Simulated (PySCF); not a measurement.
Ge(F)(Br)(NH2)2, SMILES [F][Ge]([Br])([NH2])[NH2] at its PBE0/def2-SVP optimised geometry (Å):

```
9

N     -1.4904    -1.6673    -1.4820
Ge    -0.9402    -0.8409     0.0000
N     -1.7754    -1.4748     1.4675
F     -1.3671     0.8409     0.0000
Br     1.3671    -0.8409     0.0000
H     -2.3156    -2.2527    -1.4441
H     -0.8318    -1.9195    -2.2070
H     -1.8379    -0.7998     2.2256
H     -1.4265    -2.3595     1.8255
```

Level of theory: PySCF with PBE0/def2-TZVP. Cells within 0.4 Å of a nucleus heavier than hydrogen are left out (blank, or x).

Map of the electrostatic potential (hartree/e), clipped to [-0.08, 0.12] on the plane z = 1.5 Å:

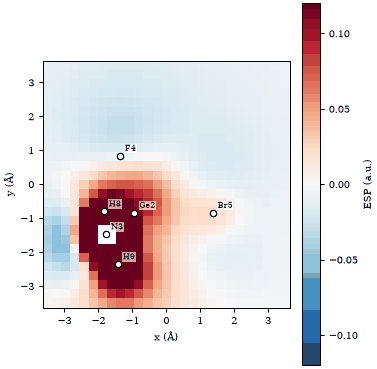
Figure. Electrostatic potential (hartree/e), clipped to [-0.08, 0.12] on the plane z = 1.5 Å.
